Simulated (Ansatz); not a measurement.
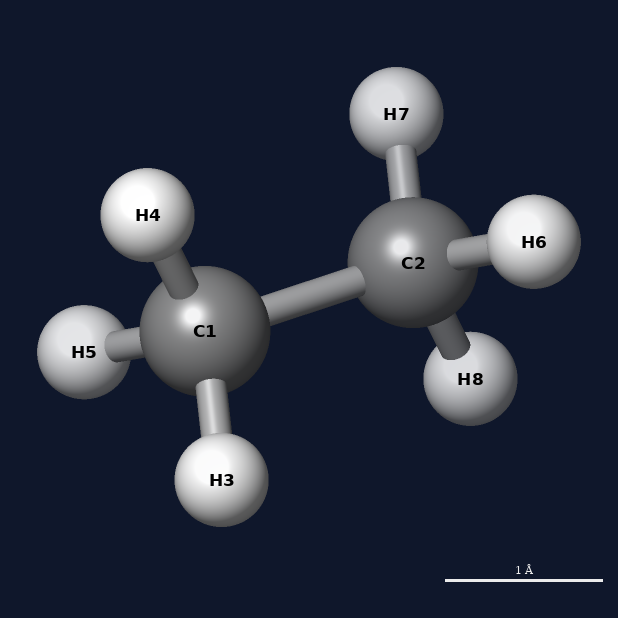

Simulated data, not a measurement (program: Ansatz).

Numbered structure. Geometry: a fixed input geometry, not necessarily a minimum.

Question: How are the neighbours of atom 1 arranged?

Answer: C1 has 4 neighbours (C2 at 1.53, H3 at 1.09, H4 at 1.09, H5 at 1.09 Å); the arrangement is tetrahedral.
